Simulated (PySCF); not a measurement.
H4OSi···C2H2 (SMILES O[SiH3].C#C)

Input

```
{"job": {"kind": "inter", "xc": "wB97M-D3(BJ)", "basis": "def2-TZVPD", "pairs": false}, "charge": 0, "multiplicity": 1, "parts": [{"atoms": "0-5", "charge": 0, "multiplicity": 1}, {"atoms": "6-9", "charge": 0, "multiplicity": 1}]}
O     -0.586589    -0.485779    -1.357933
Si    -0.076912    -0.067138     0.180360
H      0.100643    -0.509400    -2.035032
H      0.974010    -1.005997     0.681910
H     -1.282333    -0.146148     1.048958
H      0.482372     1.319534     0.214337
C      1.854358     0.367933    -3.333571
C      2.272454    -0.730554    -3.048098
H      1.485396     1.344912    -3.587587
H      2.649463    -1.704799    -2.795851
```

Run with:

```sh
OMP_NUM_THREADS=1 python cluster_run.py task.json out
```

Geometry: PBE0-D3(BJ)/def2-SVPD.

These are results of PySCF, wB97M-D3(BJ)/def2-TZVPD, SCF density, gas phase, not measurements.

### Predict the electron density and electron localisation function between the atoms.

Si–O (1.67 Å): ρ is about 1.1 e/Å³ halfway; the ELF peaks at about 0.85 between the atoms; a shared but strongly polarised pair.
O–H (0.97 Å): ρ is about 3.8 e/Å³ halfway; the ELF climbs to about 1 towards the hydrogen, as it does in any bond to H: an ordinary covalent bond to hydrogen.
Si–H (1.49 Å): ρ at the midpoint is about 0.82 e/Å³; the ELF climbs to about 1 towards the hydrogen.

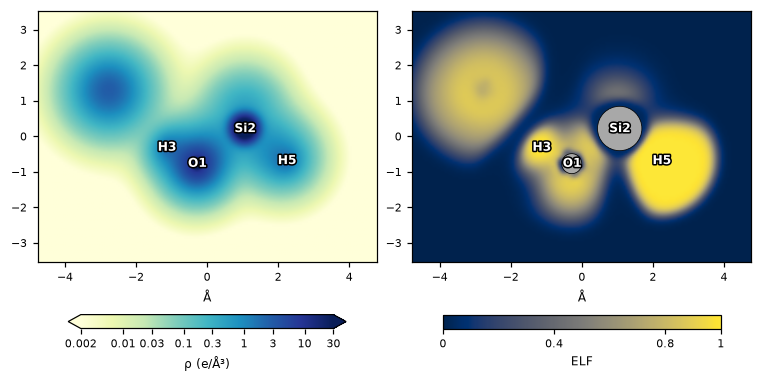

Computed electron density and electron localisation function on the plane of atoms O1, Si2 and H5, in this order. Grey discs cover the atomic cores in the ELF map. 
